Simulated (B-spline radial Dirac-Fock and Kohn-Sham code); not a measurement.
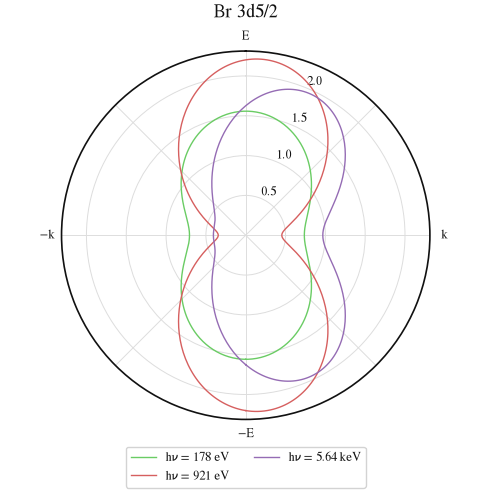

Angular distribution of photoelectrons from M5 (3d5/2) in the plane of the polarisation E (up) and the photon direction k (right), relative to an isotropic one. System: the bromine atom. Level of theory: a Dirac–Hartree–Slater potential; 1 + βP₂(cos θ) + (δ + γ cos²θ) sin θ cos φ with E1 and E1–E2 terms; calculated with a B-spline radial atomic code. Open shells are averaged over j.

**Is the pattern at 5.64 keV symmetric between forward and backward?**

No: 45° forward of E it is 3.0 times the value 45° backward, from the non-dipole terms.

**What are β, γ and δ at 5.64 keV?**

β = 0.626, γ = 1.078, δ = 0.281.
